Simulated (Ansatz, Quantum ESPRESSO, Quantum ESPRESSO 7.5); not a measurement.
**Work function of relaxed Ti(0001) under two functionals**

Aim: the work function of the relaxed basal face of Ti, and how far the functional matters.

Main program and level: Quantum ESPRESSO 7.5; plane-wave DFT, PBE, GBRV ultrasoft pseudopotentials (geometry and cross-check by Ansatz 0.2.0 with PAW datasets; geometry under PBE).

**What experiment says.**

“Anisotropic work function of elemental crystals” (2019, arxiv:1902.07811) quotes from earlier work for Ti (polycrystalline sample, no single face): work function, loosely compared (polycrystalline sample, no single face) 4.33 eV.

**1. The structure**

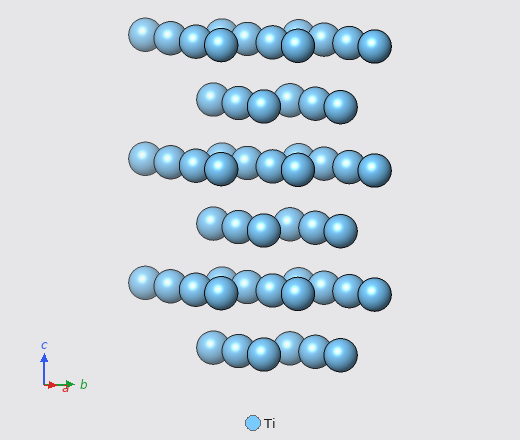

The cell as given, from the side, with the c axis up (titanium blue). 3×2×1 cells are drawn. Some periodic images of atoms are drawn too.

The cell holds 6 atoms: 6 Ti. Cell: a = 2.950 Å, b = 2.950 Å, c = 27.712 Å, α = 90.0°, β = 90.0°, γ = 60.0°. It derives from Ti. Vacuum lies along c.

**2. Geometry from Ansatz of (0001)**

The geometry comes first, from a plane-wave PAW code, so that the later runs on this slab share one structure.

input.yaml

```yaml
crystal:
  lattice:
    - [2.95, 0.0, 0.0]
    - [1.475, 2.5547749412, 0.0]
    - [0.0, 0.0, 27.7115]
  atoms:
    - { symbol: Ti, position: [0.6666666667, 0.6666666667, 0.2886888115] }
    - { symbol: Ti, position: [0.0, 0.0, 0.3732132869] }
    - { symbol: Ti, position: [0.6666666667, 0.6666666667, 0.4577377623] }
    - { symbol: Ti, position: [0.0, 0.0, 0.5422622377] }
    - { symbol: Ti, position: [0.6666666667, 0.6666666667, 0.6267867131] }
    - { symbol: Ti, position: [0.0, 0.0, 0.7113111885] }
kpoints:
  mp_grid: { grid: [12, 12, 1] }
hamiltonian:
  xc: pbe
scf:
  occupations: { method: fermi_dirac, width: 0.1 }
  convergence: { dr2_threshold: 1.0e-08 }
efield:
  axis: 3
  dipole_correction: true
  ramp_position: 0.97
  ramp_width: 0.04
relax:
  f_tol: 0.01
  constraints: [{ sites: [2, 3] }]
output:
  write_potential: true
  write_density: true
  volumetric_format: npy
```

Command:

```bash
$ ansatz run input.yaml --threads 2 --pin off --max-ram 4096MiB --backend cpu --events-out ev --progress --plain --runs-dir out
```

Numbers of over 12 decimals in the logs are rounded to 6 here.

What it wrote:

```text
Engine: ansatz 0.2.0, x86_64-unknown-linux-gnu
Pseudopotentials: kind: paw
Pseudopotential: Ti, paw, valence charge 12, recommended cutoff 420 eV (normal), Ti.paw.azcp
Functional definition: PBE
  parameter kappa = 0.804
  parameter beta = 0.066725
  exchange = pbe_x(kappa = kappa, mu = beta*pi^2/3)
  correlation = pbe_c(beta = beta)
Crystal: 6 atoms, lattice volume = 208.850 Å³
Basis set: ecut = 420 eV, 4017 PW (Γ), exchange–correlation on 40×40×384 points (8 copies of the dense FFT grid, shifted against one another)
Bands: 44, of which v1, the nominal top of the filled ones, is band 36 counted from 1 (35 counted from 0)
Symmetry: 6 space group operations
k-points: 19 of 144 (time reversal used)
Non-local potential: Ti, projectors of the file, l = 0: 3, l = 1: 2, l = 2: 3, l = 3: 1
PAW form: soft (Blöchl's): semilocal exchange-correlation on the pseudo side does not see the compensation charge
PAW one-centre angular grid: Ti, 590 points (default); XC on 64 Gauss nodes
Initial density: superposition of atomic densities (neutral atoms: chi_scale 0, normalization atom), corrected by the library's trained network
Initial wavefunctions: pseudopotential atomic-orbital guess
Functional: x = pbe(κ = 0.804, μ = 0.219515), c = pbe(β = 0.066725)
SCF iter   1: F=—  HF=-14996.228904 eV  |F-HF|=—  |Δ(HF+E_count)|=         —  Δρ=1.06e-2  dr2=4.14e0  ethr=1.77e-3  p=-0.002 e·Å  D=-1.33e-3 V/Å  ΔV_dip=0.04 eV  dr2_dipole=4.45e-2  V_vac-E_F(+/−)=4.15/4.11 eV  ⟨swp⟩=8.8  Hψ=3844  notcnv=0
efield: sawtooth ramp at fractional position 0.9700 (set: `efield.ramp_position`, or a place that a band, a saddle search or an elastic batch's reference lends), width 0.0400; the density the first Hamiltonian is built on has a dipole p = -0.002 e·Å; the dipole correction subtracts the counter field D = -1.33e-3 V/Å, which shifts the + side's vacuum level by +0.04 eV against the − side's; the planar-averaged density in the ramp window peaks in size at 1.1e-4 e/Å³
preconditioner: auto → LDOS  [metal: Δε(μ)=0.027 eV  Ē_g=2.204 eV  σ=0.100 eV  W_gap=0.07  n_scr=20 (ndim 8)  ℏωp=12.6 eV  f_vac=0.436  D(μ)=11.13/eV (n_scr^D=128)  β→1.0]
SCF iter   2: F=—  HF=-14996.188304 eV  |F-HF|=—  |Δ(HF+E_count)|=   4.06e-2  Δρ=2.19e-3  dr2=1.08e-2  ethr=1.77e-3  p=-0.000 e·Å  D=-1.34e-4 V/Å  ΔV_dip=0.00 eV  dr2_dipole=1.52e-4  V_vac-E_F(+/−)=4.36/4.36 eV  ⟨swp⟩=1.1  Hψ=992  notcnv=0
SCF iter   3: F=—  HF=-14996.188619 eV  |F-HF|=—  |Δ(HF+E_count)|=   3.15e-4  Δρ=9.75e-4  dr2=4.53e-3  ethr=1.49e-5  p=-0.000 e·Å  D=-6.31e-5 V/Å  ΔV_dip=0.00 eV  dr2_dipole=6.56e-6  V_vac-E_F(+/−)=4.38/4.37 eV  ⟨swp⟩=3.6  Hψ=2056  notcnv=0
SCF iter   4: F=—  HF=-14996.188211 eV  |F-HF|=—  |Δ(HF+E_count)|=   4.08e-4  Δρ=2.34e-4  dr2=2.44e-4  ethr=6.30e-6  p=-0.000 e·Å  D=-5.39e-5 V/Å  ΔV_dip=0.00 eV  dr2_dipole=7.97e-7  V_vac-E_F(+/−)=4.39/4.39 eV  ⟨swp⟩=2.8  Hψ=1371  notcnv=0
SCF iter   5: F=—  HF=-14996.188224 eV  |F-HF|=—  |Δ(HF+E_count)|=   1.29e-5  Δρ=1.11e-4  dr2=4.45e-5  ethr=3.39e-7  p=-0.000 e·Å  D=-2.49e-5 V/Å  ΔV_dip=0.00 eV  dr2_dipole=4.42e-7  V_vac-E_F(+/−)=4.40/4.40 eV  ⟨swp⟩=3.6  Hψ=1589  notcnv=0
SCF iter   6: F=—  HF=-14996.188242 eV  |F-HF|=—  |Δ(HF+E_count)|=   1.83e-5  Δρ=3.92e-5  dr2=7.16e-6  ethr=6.18e-8  p=-0.000 e·Å  D=-1.13e-5 V/Å  ΔV_dip=0.00 eV  dr2_dipole=8.25e-9  V_vac-E_F(+/−)=4.40/4.40 eV  ⟨swp⟩=2.5  Hψ=1414  notcnv=0
SCF iter   7: F=—  HF=-14996.188365 eV  |F-HF|=—  |Δ(HF+E_count)|=   1.23e-4  Δρ=1.22e-5  dr2=5.64e-7  ethr=9.94e-9  p=-0.000 e·Å  D=-2.19e-6 V/Å  ΔV_dip=0.00 eV  dr2_dipole=1.50e-10  V_vac-E_F(+/−)=4.41/4.41 eV  ⟨swp⟩=2.2  Hψ=1097  notcnv=0
SCF iter   8: F=—  HF=-14996.188365 eV  |F-HF|=—  |Δ(HF+E_count)|=   2.22e-7  Δρ=4.79e-6  dr2=1.24e-7  ethr=7.84e-10  p=0.000 e·Å  D=1.16e-6 V/Å  ΔV_dip=-0.00 eV  dr2_dipole=1.72e-9  V_vac-E_F(+/−)=4.41/4.41 eV  ⟨swp⟩=3.3  Hψ=1678  notcnv=0
SCF iter   9: F=-14996.188365 eV  HF=-14996.188365 eV  |F-HF|=7.84e-10  |Δ(HF+E_count)|=   3.12e-8  Δρ=1.53e-6  dr2=5.89e-9  ethr=1.39e-11  p=0.000 e·Å  D=1.64e-6 V/Å  ΔV_dip=-0.00 eV  dr2_dipole=6.98e-10  V_vac-E_F(+/−)=4.41/4.41 eV  ⟨swp⟩=8.8  Hψ=6395  notcnv=0
SCF 1 converged in 9 iterations: F = -14996.188365 eV  dr2 = 5.89e-9
  greatest PAW one-centre occupation: 0.999 electrons in one spin orbital (limit 2), on the Ti atom at site 3 (counted from 0), in its partial waves of l = 0
relax step   1: F+E_penalty+E_count = -14996.18836503 eV  Δ(F+E_penalty+E_count) = +0.000e0 eV  max|allowed force component| = 5.399e-1 eV/Å  Δτ_max = 0.0000 Å  (9 SCF iters, accepted)
Initial density: handed on by an earlier stage of this run
Initial wavefunctions: those handed on with the density
SCF iter   1: F=—  HF=-14996.535817 eV  |F-HF|=—  |Δ(HF+E_count)|=         —  Δρ=1.88e-2  dr2=4.07e0  ethr=3.10e-3  p=0.000 e·Å  D=6.21e-6 V/Å  ΔV_dip=-0.00 eV  dr2_dipole=2.06e-7  V_vac-E_F(+/−)=4.47/4.47 eV  ⟨swp⟩=5.2  Hψ=2241  notcnv=0
efield: sawtooth ramp at fractional position 0.9700 (set: `efield.ramp_position`, or a place that a band, a saddle search or an elastic batch's reference lends), width 0.0400; the density the first Hamiltonian is built on has a dipole p = 0.000 e·Å; the dipole correction subtracts the counter field D = 6.21e-6 V/Å, which shifts the + side's vacuum level by -0.00 eV against the − side's; the planar-averaged density in the ramp window peaks in size at 1.1e-5 e/Å³
preconditioner: auto → LDOS  [metal: Δε(μ)=0.057 eV  Ē_g=2.312 eV  σ=0.100 eV  W_gap=0.14  n_scr=20 (ndim 8)  ℏωp=12.6 eV  f_vac=0.452  D(μ)=8.53/eV (n_scr^D=88)  β→1.0]
SCF iter   2: F=—  HF=-14996.330077 eV  |F-HF|=—  |Δ(HF+E_count)|=   2.06e-1  Δρ=8.37e-3  dr2=8.05e-1  ethr=3.10e-3  p=0.000 e·Å  D=2.49e-4 V/Å  ΔV_dip=-0.01 eV  dr2_dipole=3.44e-4  V_vac-E_F(+/−)=4.07/4.08 eV  ⟨swp⟩=2.3  Hψ=1309  notcnv=0
SCF iter   3: F=—  HF=-14996.285424 eV  |F-HF|=—  |Δ(HF+E_count)|=   4.47e-2  Δρ=2.57e-3  dr2=3.74e-2  ethr=1.12e-3  p=0.000 e·Å  D=1.86e-6 V/Å  ΔV_dip=-0.00 eV  dr2_dipole=8.27e-6  V_vac-E_F(+/−)=4.28/4.28 eV  ⟨swp⟩=2.4  Hψ=1233  notcnv=0
SCF iter   4: F=—  HF=-14996.278854 eV  |F-HF|=—  |Δ(HF+E_count)|=   6.57e-3  Δρ=9.76e-4  dr2=3.57e-3  ethr=5.20e-5  p=0.000 e·Å  D=3.08e-5 V/Å  ΔV_dip=-0.00 eV  dr2_dipole=2.44e-6  V_vac-E_F(+/−)=4.28/4.28 eV  ⟨swp⟩=2.9  Hψ=1495  notcnv=0
SCF iter   5: F=—  HF=-14996.279591 eV  |F-HF|=—  |Δ(HF+E_count)|=   7.37e-4  Δρ=2.71e-4  dr2=3.68e-4  ethr=4.96e-6  p=0.000 e·Å  D=1.52e-6 V/Å  ΔV_dip=-0.00 eV  dr2_dipole=3.02e-7  V_vac-E_F(+/−)=4.31/4.31 eV  ⟨swp⟩=2.1  Hψ=1098  notcnv=0
[...]
SCF iter   6: F=—  HF=-14996.294637 eV  |F-HF|=—  |Δ(HF+E_count)|=   8.57e-6  Δρ=3.06e-5  dr2=4.87e-6  ethr=6.75e-8  p=0.000 e·Å  D=9.12e-6 V/Å  ΔV_dip=-0.00 eV  dr2_dipole=3.26e-13  V_vac-E_F(+/−)=4.38/4.38 eV  ⟨swp⟩=2.0  Hψ=995  notcnv=0
SCF iter   7: F=—  HF=-14996.294764 eV  |F-HF|=—  |Δ(HF+E_count)|=   1.27e-4  Δρ=1.09e-5  dr2=5.40e-7  ethr=6.76e-9  p=0.000 e·Å  D=7.62e-6 V/Å  ΔV_dip=-0.00 eV  dr2_dipole=2.77e-9  V_vac-E_F(+/−)=4.37/4.37 eV  ⟨swp⟩=2.3  Hψ=1220  notcnv=0
SCF iter   8: F=—  HF=-14996.294764 eV  |F-HF|=—  |Δ(HF+E_count)|=   6.21e-8  Δρ=4.57e-6  dr2=9.60e-8  ethr=7.50e-10  p=0.000 e·Å  D=5.61e-6 V/Å  ΔV_dip=-0.00 eV  dr2_dipole=1.01e-10  V_vac-E_F(+/−)=4.37/4.37 eV  ⟨swp⟩=3.2  Hψ=1807  notcnv=0
SCF iter   9: F=-14996.294764 eV  HF=-14996.294764 eV  |F-HF|=3.39e-9  |Δ(HF+E_count)|=   2.35e-8  Δρ=1.29e-6  dr2=6.11e-9  ethr=1.39e-11  p=0.000 e·Å  D=4.28e-6 V/Å  ΔV_dip=-0.00 eV  dr2_dipole=9.12e-11  V_vac-E_F(+/−)=4.37/4.37 eV  ⟨swp⟩=8.4  Hψ=6157  notcnv=0
SCF 3 converged in 9 iterations: F = -14996.294764 eV  dr2 = 6.11e-9
  greatest PAW one-centre occupation: 0.999 electrons in one spin orbital (limit 2), on the Ti atom at site 1 (counted from 0), in its partial waves of l = 0
relax step   3: F+E_penalty+E_count = -14996.29476427 eV  Δ(F+E_penalty+E_count) = -1.494e-2 eV  max|allowed force component| = 1.387e-2 eV/Å  Δτ_max = 0.0643 Å  (9 SCF iters, accepted)
[...]
relax step   4: F+E_penalty+E_count = -14996.29502900 eV  Δ(F+E_penalty+E_count) = -2.647e-4 eV  max|allowed force component| = 1.031e-2 eV/Å  Δτ_max = 0.0154 Å  (9 SCF iters, accepted)
SCF iter   1: F=—  HF=-14996.295089 eV  |F-HF|=—  |Δ(HF+E_count)|=         —  Δρ=6.62e-4  dr2=1.43e-2  ethr=1.83e-4  p=0.000 e·Å  D=2.14e-6 V/Å  ΔV_dip=-0.00 eV  dr2_dipole=1.58e-8  V_vac-E_F(+/−)=4.37/4.37 eV  ⟨swp⟩=1.2  Hψ=1148  notcnv=0
efield: sawtooth ramp at fractional position 0.9700 (set: `efield.ramp_position`, or a place that a band, a saddle search or an elastic batch's reference lends), width 0.0400; the density the first Hamiltonian is built on has a dipole p = 0.000 e·Å; the dipole correction subtracts the counter field D = 2.14e-6 V/Å, which shifts the + side's vacuum level by -0.00 eV against the − side's; the planar-averaged density in the ramp window peaks in size at 9.7e-6 e/Å³
preconditioner: auto → LDOS  [metal: Δε(μ)=0.044 eV  Ē_g=2.259 eV  σ=0.100 eV  W_gap=0.11  n_scr=20 (ndim 8)  ℏωp=12.6 eV  f_vac=0.443  D(μ)=9.31/eV (n_scr^D=102)  β→1.0]
SCF iter   2: F=—  HF=-14996.294945 eV  |F-HF|=—  |Δ(HF+E_count)|=   1.44e-4  Δρ=2.14e-4  dr2=4.17e-4  ethr=1.98e-5  p=0.000 e·Å  D=9.40e-7 V/Å  ΔV_dip=-0.00 eV  dr2_dipole=4.63e-8  V_vac-E_F(+/−)=4.38/4.38 eV  ⟨swp⟩=1.0  Hψ=988  notcnv=0
SCF iter   3: F=—  HF=-14996.294941 eV  |F-HF|=—  |Δ(HF+E_count)|=   4.49e-6  Δρ=7.85e-5  dr2=5.90e-5  ethr=5.79e-7  p=0.000 e·Å  D=2.58e-6 V/Å  ΔV_dip=-0.00 eV  dr2_dipole=7.92e-9  V_vac-E_F(+/−)=4.37/4.37 eV  ⟨swp⟩=1.9  Hψ=985  notcnv=0
SCF iter   4: F=—  HF=-14996.294947 eV  |F-HF|=—  |Δ(HF+E_count)|=   6.48e-6  Δρ=1.07e-5  dr2=1.09e-6  ethr=8.20e-8  p=0.000 e·Å  D=2.31e-6 V/Å  ΔV_dip=-0.00 eV  dr2_dipole=4.34e-9  V_vac-E_F(+/−)=4.37/4.37 eV  ⟨swp⟩=1.9  Hψ=1028  notcnv=0
SCF iter   5: F=—  HF=-14996.295066 eV  |F-HF|=—  |Δ(HF+E_count)|=   1.19e-4  Δρ=4.70e-6  dr2=1.72e-7  ethr=1.51e-9  p=0.000 e·Å  D=2.24e-6 V/Å  ΔV_dip=-0.00 eV  dr2_dipole=7.36e-10  V_vac-E_F(+/−)=4.37/4.37 eV  ⟨swp⟩=2.2  Hψ=1196  notcnv=0
SCF iter   6: F=—  HF=-14996.295066 eV  |F-HF|=—  |Δ(HF+E_count)|=   2.19e-8  Δρ=1.96e-6  dr2=2.12e-8  ethr=2.39e-10  p=0.000 e·Å  D=2.23e-6 V/Å  ΔV_dip=-0.00 eV  dr2_dipole=6.60e-12  V_vac-E_F(+/−)=4.37/4.37 eV  ⟨swp⟩=2.3  Hψ=1140  notcnv=0
SCF iter   7: F=-14996.295066 eV  HF=-14996.295066 eV  |F-HF|=4.11e-9  |Δ(HF+E_count)|=   5.10e-9  Δρ=8.97e-7  dr2=6.76e-9  ethr=1.39e-11  p=0.000 e·Å  D=2.34e-6 V/Å  ΔV_dip=-0.00 eV  dr2_dipole=1.55e-11  V_vac-E_F(+/−)=4.37/4.37 eV  ⟨swp⟩=9.9  Hψ=5524  notcnv=0
SCF 5 converged in 7 iterations: F = -14996.295066 eV  dr2 = 6.76e-9
relax step   5: F+E_penalty+E_count = -14996.29506610 eV  Δ(F+E_penalty+E_count) = -3.710e-5 eV  max|allowed force component| = 3.588e-4 eV/Å  Δτ_max = 0.0036 Å  (7 SCF iters, accepted)
NSCF: frozen V_eff on 19 k-points
the band table was solved once a step of the walk had ended and its energy, with any forces and stress, was formed, with the checks that follow a solve (3777 applications of the Hamiltonian). They found nothing against the state; the energy, forces and stress were not computed again (output.eigenvalues in the input reference)
WARN: The output density's exchange-correlation potential varies sharply where the density is thin. Do not read a vacuum level from v_tot or v_xc, or from such a field of the output density. On a cell that repeats whose density bears no net charge and no dipole along the vacuum's axis use v_es (v_loc + v_h of the components); under efield.dipole_correction with no amplitude use v_es + v_field, which holds any externa [...]
SCF converged after 7 iterations
Free energy (F): -14996.295066 eV
Harris-Foulkes:  -14996.295066 eV  (|F-HF|=4.11e-9)
Internal energy: -14995.984951 eV  (E = F + TS)
E sigma→0 (E₀):  -14996.140009 eV
Entropy (-TS):   -0.310115 eV (-51.686 meV/atom)
Fermi energy:    4.603765 eV
Dipole field:    D = 0.000008 V/Å  (p = 0.000009 e·Å, saw-weighted, corrected)
Work function:   Φ+ = 4.3720 eV   Φ− = 4.3722 eV
Levels:          The Fermi level and band energies are counted from a zero that moves with the ramp; work functions are not
--- Per-component energies (eV) ---
  E_band       = -1574.285493
  E_kinetic    = 1631.920181
  E_local      = -78238.120054  (includes V_loc(G=0)·N_el)
  E_nonlocal   = 50.510271
  E_hartree    = 38368.066616
  E_xc         = -582.375982
  E_vxc        = -728.322825  (∫ρ·V_xc dr)
  E_paw        = -6286.154214  (= ΣΔE_a)
  E_vpaw       = -1026.384146  (= ΣTr[D̂ρ^β])
  E_aug_tail   = 0.000722  (compensation charges beyond the density's cutoff)
  E_efield     = 0.000000  (sawtooth field / dipole correction)
  E_vefield    = -0.000150  (∫n·V_field dr)
  E_ewald      = 30060.167509
  E_smearing   = -0.310115  (= −TS)
  E_closure    = -0.000000  (closes the sum)
  Σ components = -14996.295066   (vs F -14996.295066, Δ=0.00e0)
--- Forces (eV/Å), atoms counted from 1 ---
  atom   1  Ti     0.00000000     0.00000000    -0.00035541
  atom   2  Ti     0.00000000    -0.00000000    -0.00020557
  atom   3  Ti    -0.00000000     0.00000000     0.14920366
  atom   4  Ti    -0.00000000    -0.00000000    -0.14920571
  atom   5  Ti    -0.00000000     0.00000000     0.00020530
  atom   6  Ti    -0.00000000    -0.00000000     0.00035884
  max |Σ_I F_I| component: 1.10e-6 eV/Å
--- Band table (eV; the first three rows and the last of 19) ---
  k-point 0: bands = [... 32 lower, 4.9288, 4.9329, 5.2265, 5.2265, 5.2359, 5.2359, 5.2590, 5.3213, ... 4 higher]
  k-point 1: bands = [... 32 lower, 4.7428, 4.8311, 4.9405, 5.1176, 5.1400, 5.3194, 5.3277, 5.3408, ... 4 higher]
  k-point 2: bands = [... 32 lower, 4.3530, 4.4495, 4.6945, 4.7600, 4.8158, 5.0587, 5.2730, 5.4062, ... 4 higher]
  k-point 18: bands = [... 32 lower, 3.4195, 3.8304, 3.8304, 4.4805, 4.4805, 4.7156, 4.7156, 4.7171, ... 4 higher]
--- Relaxed structure (5 steps of the walk, 5 accepted, 0 SCFs on fresh bases) ---
  F+E_penalty+E_count = -14996.29506610 eV   max|allowed force component| = 3.588e-4 eV/Å
  atoms:
    - { symbol: Ti, position: [0.666667, 0.666667, 0.293785] }
    - { symbol: Ti, position: [2.3650622494708284e-19, -4.7301244989416375e-19, 0.372035] }
    - { symbol: Ti, position: [0.666667, 0.666667, 0.4577377623] }
    - { symbol: Ti, position: [0.0, 0.0, 0.5422622377] }
    - { symbol: Ti, position: [0.666667, 0.666667, 0.627965] }
    - { symbol: Ti, position: [1.0229176547639074e-18, -2.045835309527817e-18, 0.706215] }
```

It took 37 s on 2 threads of AMD EPYC 7R32 (Zen 2), shared host; peak memory 0.52 GiB; 71 s of CPU time.

The steps of the relaxation:

```
step  energy less that of the first step (eV)  largest force component (eV/Å)
   1                                   0.0000                          0.5399
   2                                  -0.0915                          0.2817
   3                                  -0.1064                          0.0139
   4                                  -0.1067                          0.0103
   5                                  -0.1067                          0.0004
```

Forces are held to the 6 operations that the run works with; a distortion that breaks them can't arise in this run.

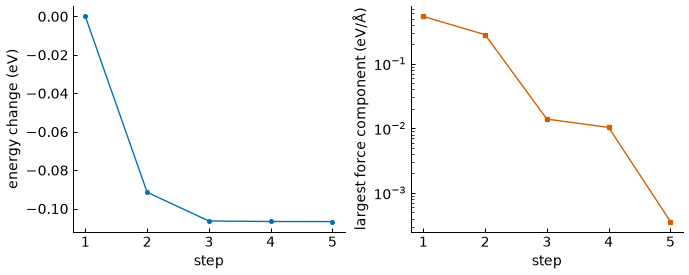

Energy and largest force along the relaxation.

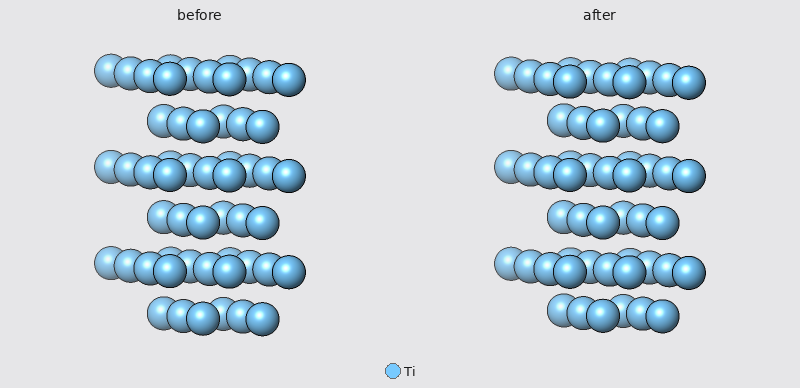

Before and after, at one scale.

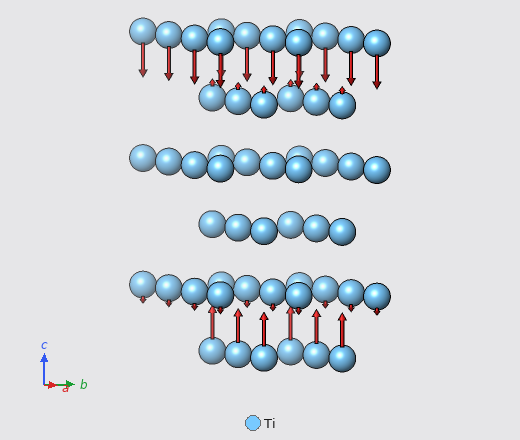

Displacements in the relaxation, exaggerated; the longest in the cell stands for 0.14 Å. 3×2×1 cells are drawn. Some periodic images of atoms are drawn too.

The atoms that moved most (Å):

```
atom     dx     dy      dz  length
 Ti1  0.000  0.000   0.141   0.141
 Ti6  0.000  0.000  -0.141   0.141
 Ti2  0.000  0.000  -0.033   0.033
 Ti5  0.000  0.000   0.033   0.033
```

The relaxed structure:

```xyz
6
Lattice="2.9500 0.0000 0.0000 1.4750 2.5548 0.0000 0.0000 0.0000 27.7115" Properties=species:S:1:pos:R:3
Ti    2.9500    1.7032    8.1412
Ti    0.0000    0.0000   10.3096
Ti    2.9500    1.7032   12.6846
Ti    0.0000    0.0000   15.0269
Ti    2.9500    1.7032   17.4019
Ti    0.0000    0.0000   19.5703
```

The relaxation lowers the energy by 18 meV an atom. Held were the atoms numbered 3 and 4; the forces quoted are those on the free ones.

Read from the output:

```
free energy                     : -14996.2951 eV
energy at zero smearing         : -14996.1400 eV
smearing term TS                : 0.3101 eV
Fermi energy                    : 4.604 eV
symmetry operations             : 6
work function of the upper face : 4.372 eV
work function of the lower face : 4.372 eV
dipole along the normal         : 8.68e-6 e·Å
```

(Continued in part 2 of 3.)

[Logs are printed without paths, hosts, clocks, repeated set-up lines and the standing remarks that a program may print on its own settings, such as how far it seeks lower states.]

[Hosts, paths, dates, database ids (printed as entryN), source tags and the programs' standing remarks are cut or masked in the printed files.]

[Maps of the electrostatic potential energy from Ansatz leave out the sawtooth potential of an applied field or a dipole correction, so their vacuum need not be flat; planar profiles and work functions include it.]
